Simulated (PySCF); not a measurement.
**What a change does: NMR shielding calculation on C₄H₇N₃O₂Si**

System: C₄H₇N₃O₂Si, SMILES COC(=O)c1ncn([SiH3])n1.
Method of the first run: GIAO PBE0/pcSseg-1 NMR shielding, non-relativistic, IEF-PCM cyclohexane (PySCF 2.14.0).

The geometry comes from this level: PBE0-D3(BJ)/def2-SVP. Text and figures count atoms from 1; the logs count them from 0 in places.

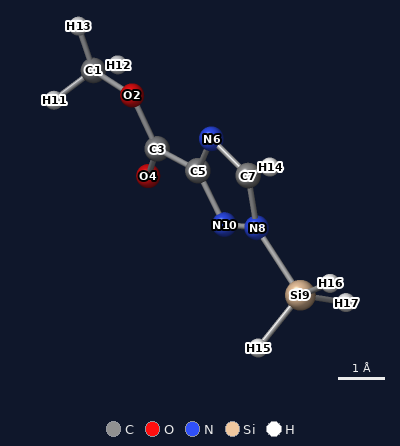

The structure as given in the input (ball-and-stick view, seen at a tilt; atoms are numbered from 1 in the order of the input). Bond lengths as drawn: C–C 1.49 Å, C–H 1.09 to 1.10 Å, C–N 1.31 to 1.36 Å, C–O 1.20 to 1.42 Å, H–Si 1.48 to 1.49 Å, N–N 1.34 Å and N–Si 1.79 Å.

**Input file, the first run**
```
{"job": {"kind": "nmr", "xc": "PBE0", "basis": "pcSseg-1", "solvent": "cyclohexane", "pop": false}, "charge": 0, "multiplicity": 1}
C      3.772786     0.396631     0.001293
O      2.441678     0.330874     0.477647
C      1.515966     0.079010    -0.446215
O      1.746955    -0.072145    -1.615871
C      0.157559     0.004674     0.154291
N     -0.110990     0.090795     1.484651
C     -1.412219    -0.030563     1.526949
N     -1.919522    -0.183285     0.272380
Si    -3.591908    -0.382168    -0.342680
N     -0.908221    -0.160950    -0.608735
H      3.891518     1.222608    -0.716139
H      4.055768    -0.538942    -0.503414
H      4.406775     0.563068     0.879482
H     -2.036585    -0.017400     2.420514
H     -3.906293     0.759981    -1.237489
H     -4.440414    -0.367825     0.879962
H     -3.684218    -1.680686    -1.056074
```

The first line tells a small driver script what to run in PySCF; the rest is the geometry in Å.

Launched with:
```bash
OMP_NUM_THREADS=1 python <driver script> task.json out
```

Hardware: 1 CPU thread, shared host.

**Output (the first run)**
```
coarse grid: 15672 points
cycle   1  E = -759.9035231073  dE =  1.879e+00  |g| = 9.203e-01  |ddm| = 3.968e+00
cycle   2  E = -759.5745007214  dE =  3.290e-01  |g| = 1.616e+00  |ddm| = 1.894e+00
cycle   3  E = -760.0557455727  dE = -4.812e-01  |g| = 2.334e-01  |ddm| = 1.309e+00
cycle   4  E = -760.0639098092  dE = -8.164e-03  |g| = 1.077e-01  |ddm| = 2.135e-01
cycle   5  E = -760.0658514991  dE = -1.942e-03  |g| = 2.063e-02  |ddm| = 6.792e-02
cycle   6  E = -760.0659074698  dE = -5.597e-05  |g| = 1.206e-02  |ddm| = 2.056e-02
cycle   7  E = -760.0659375938  dE = -3.012e-05  |g| = 2.346e-03  |ddm| = 9.605e-03
cycle   8  E = -760.0659387274  dE = -1.134e-06  |g| = 7.422e-04  |ddm| = 2.257e-03
final grid: 149760 points
cycle   9  E = -760.1399003835  dE = -2.902e-05  |g| = 1.222e-02  |ddm| = 2.899e-02
cycle  10  E = -760.1398688749  dE =  3.151e-05  |g| = 1.816e-02  |ddm| = 2.001e-02
cycle  11  E = -760.1399273343  dE = -5.846e-05  |g| = 1.975e-03  |ddm| = 1.223e-02
cycle  12  E = -760.1399280233  dE = -6.891e-07  |g| = 4.834e-04  |ddm| = 1.410e-03
cycle  13  E = -760.1399280609  dE = -3.758e-08  |g| = 1.728e-04  |ddm| = 4.185e-04
cycle  14  E = -760.1399280666  dE = -5.629e-09  |g| = 5.152e-05  |ddm| = 1.484e-04
cycle  15  E = -760.1399280670  dE = -4.973e-10  |g| = 2.272e-05  |ddm| = 5.485e-05
converged SCF energy = -760.1399280670

GIAO shielding tensors (ppm)
atom      isotropic    diamagn.    paramagn.     s11        s22        s33       span
  0 C      132.169     239.323    -107.154    102.696    117.432    176.378     73.682
  1 O      143.914     400.484    -256.570    -43.233    232.773    242.202    285.435
  2 C       19.499     250.167    -230.669    -77.024     65.591     69.929    146.953
  3 O      -78.266     403.324    -481.589   -332.879   -228.684    326.766    659.644
  4 C       21.146     255.674    -234.529    -55.854     35.031     84.260    140.114
  5 N      -30.037     330.958    -360.996   -229.961    -90.907    230.756    460.717
  6 C       28.088     252.725    -224.638    -46.929     26.633    104.559    151.488
  7 N       26.941     335.372    -308.432    -88.917     29.882    139.857    228.774
  8 Si     396.732     879.214    -482.483    367.278    381.295    441.622     74.344
  9 N      -89.818     327.911    -417.729   -338.193   -110.621    179.360    517.553
 10 H       27.323      26.100       1.223     23.602     25.045     33.322      9.721
 11 H       27.250      26.090       1.160     23.643     25.020     33.088      9.445
 12 H       27.351      25.648       1.703     23.293     26.009     32.751      9.458
 13 H       23.049      30.608      -7.559     19.550     23.280     26.317      6.767
 14 H       26.095      28.054      -1.959     22.739     24.555     30.992      8.253
 15 H       26.149      27.362      -1.213     22.379     25.623     30.444      8.065
 16 H       26.078      28.019      -1.942     22.694     24.566     30.973      8.279
```

For the second run the input was changed thus:
```diff
-"solvent": "cyclohexane"
-"pop": false
+"solvent": "acetonitrile"
+"pop": true
```

Predict how the results change.

The total energy of the second run is 7.1 kcal/mol lower: the change of the electrostatic solvation energy at this fixed geometry, without cavity or dispersion terms. The HOMO goes from −8.16 to −8.26 eV. The LUMO goes from −1.21 to −1.39 eV. The dipole moment goes from 3.87 to 4.61 D. Of all shieldings, the largest change is that of O4, by +18.7 ppm. The number of SCF iterations is the same.

**Output (the second run)**
```
coarse grid: 15672 points
cycle   1  E = -759.9236847099  dE =  1.859e+00  |g| = 9.041e-01  |ddm| = 3.967e+00
cycle   2  E = -759.6428555822  dE =  2.808e-01  |g| = 1.532e+00  |ddm| = 1.703e+00
cycle   3  E = -760.0700983221  dE = -4.272e-01  |g| = 1.976e-01  |ddm| = 1.159e+00
cycle   4  E = -760.0756550278  dE = -5.557e-03  |g| = 9.694e-02  |ddm| = 1.764e-01
cycle   5  E = -760.0772359348  dE = -1.581e-03  |g| = 1.473e-02  |ddm| = 5.833e-02
cycle   6  E = -760.0772667094  dE = -3.077e-05  |g| = 7.703e-03  |ddm| = 1.440e-02
cycle   7  E = -760.0772781759  dE = -1.147e-05  |g| = 1.992e-03  |ddm| = 6.113e-03
cycle   8  E = -760.0772789843  dE = -8.084e-07  |g| = 5.923e-04  |ddm| = 1.847e-03
final grid: 149760 points
cycle   9  E = -760.1512130962  dE = -2.922e-05  |g| = 1.226e-02  |ddm| = 2.872e-02
cycle  10  E = -760.1511840580  dE =  2.904e-05  |g| = 1.788e-02  |ddm| = 1.925e-02
cycle  11  E = -760.1512402376  dE = -5.618e-05  |g| = 1.612e-03  |ddm| = 1.144e-02
cycle  12  E = -760.1512407069  dE = -4.693e-07  |g| = 4.270e-04  |ddm| = 1.169e-03
cycle  13  E = -760.1512407353  dE = -2.849e-08  |g| = 1.689e-04  |ddm| = 3.621e-04
cycle  14  E = -760.1512407406  dE = -5.298e-09  |g| = 4.009e-05  |ddm| = 1.292e-04
cycle  15  E = -760.1512407410  dE = -3.079e-10  |g| = 1.520e-05  |ddm| = 4.137e-05
converged SCF energy = -760.1512407410

GIAO shielding tensors (ppm)
atom      isotropic    diamagn.    paramagn.     s11        s22        s33       span
  0 C      131.847     239.465    -107.619    101.418    116.995    177.127     75.709
  1 O      142.329     401.094    -258.765    -46.297    228.037    245.248    291.545
  2 C       18.363     250.136    -231.773    -75.071     59.876     70.285    145.356
  3 O      -59.534     404.150    -463.684   -302.192   -206.045    329.634    631.826
  4 C       21.654     255.592    -233.938    -54.778     35.518     84.223    139.001
  5 N      -21.481     332.696    -354.177   -209.729    -86.271    231.557    441.286
  6 C       25.583     251.940    -226.358    -46.993     17.657    106.084    153.077
  7 N       22.763     335.100    -312.337    -91.779     20.450    139.618    231.397
  8 Si     394.834     878.957    -484.123    366.039    377.817    440.647     74.608
  9 N      -84.415     329.404    -413.819   -323.821   -110.280    180.858    504.679
 10 H       27.242      25.942       1.300     23.529     24.915     33.282      9.752
 11 H       27.178      25.940       1.238     23.571     24.901     33.063      9.492
 12 H       27.149      25.373       1.776     23.048     25.751     32.649      9.601
 13 H       22.718      30.044      -7.326     18.996     23.246     25.912      6.917
 14 H       26.086      27.921      -1.835     22.728     24.568     30.962      8.233
 15 H       25.973      26.994      -1.021     22.151     25.404     30.365      8.214
 16 H       26.071      27.889      -1.818     22.686     24.583     30.944      8.258
```

**The two runs side by side**

| quantity | the first run | the second run |
| --- | --- | --- |
| outcome | converged | converged |
| total energy (hartree) | −760.139928 | −760.151241 |
| HOMO (eV) | −8.16 | −8.26 |
| LUMO (eV) | −1.21 | −1.39 |
| dipole moment (D) | 3.87 | 4.61 |
| shielding of O2 (ppm) | 143.9 | 142.3 |
| shielding of O4 (ppm) | −78.3 | −59.5 |
| shielding of N6 (ppm) | −30.0 | −21.5 |
| shielding of C7 (ppm) | 28.1 | 25.6 |
| shielding of N8 (ppm) | 26.9 | 22.8 |
| shielding of Si9 (ppm) | 396.7 | 394.8 |
| shielding of N10 (ppm) | −89.8 | −84.4 |
| SCF iterations | 15 | 15 |
| basis functions | 212 | 212 |
| wall time (shared host) | 37 s | 43 s |
